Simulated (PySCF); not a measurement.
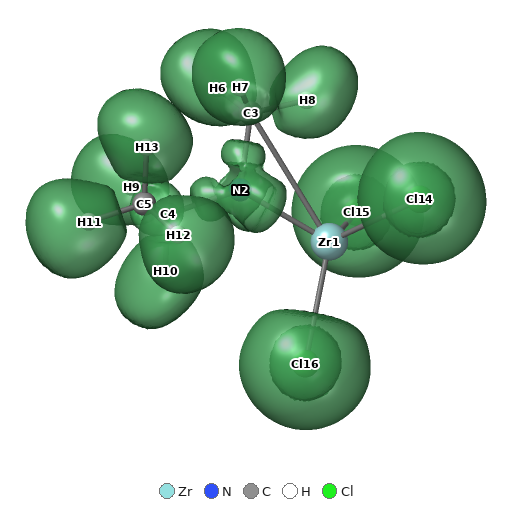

Figure. C₃H₈Cl₃NZr (Zr(NMeEt)Cl3). Isosurface of the electron localisation function at 0.75 (green), seen at a tilt. Only the valence region is drawn (cores and ρ < 0.01 e/Å³ removed).

Geometry: PBE0-D3(BJ)/def2-SVP; core potentials replace the inner electrons of Zr.

Level of theory: CAM-B3LYP/def2-SVPD, SCF density, gas phase, scalar-relativistic core potentials on the heavy atoms in PySCF 2.14.0.

```xyz
16

Zr    0.9115   -0.0155   -1.9993
N     0.0206    0.2742   -0.2589
C     0.6450    1.3494    0.4835
C    -1.1481   -0.3369    0.3465
C    -0.8302   -1.2227    1.5412
H    -0.0638    2.1777    0.6652
H     1.0577    1.0110    1.4496
H     1.4955    1.7744   -0.0828
H    -1.8522    0.4633    0.6455
H    -1.6650   -0.9312   -0.4237
H    -1.7583   -1.6261    1.9732
H    -0.1942   -2.0691    1.2393
H    -0.3072   -0.6694    2.3358
Cl    3.2187   -0.3177   -1.6102
Cl    0.5619    1.9603   -3.2270
Cl   -0.1261   -1.8554   -3.0114
```

What do the ELF domains correspond to?

Answer. The surface consists of one region between bonded C–C atoms (shared pairs), eight regions around hydrogen nuclei, one region on N in which the atom's valence shell and bonds are merged and three regions wrapped around Cl (the valence shell of each). Profiles from the grid: C–N (1.45 Å): the ELF peaks at about 0.95 between the atoms; a shared electron pair. C–C (1.52 Å): the ELF peaks at about 0.95 between the atoms; a shared electron pair.
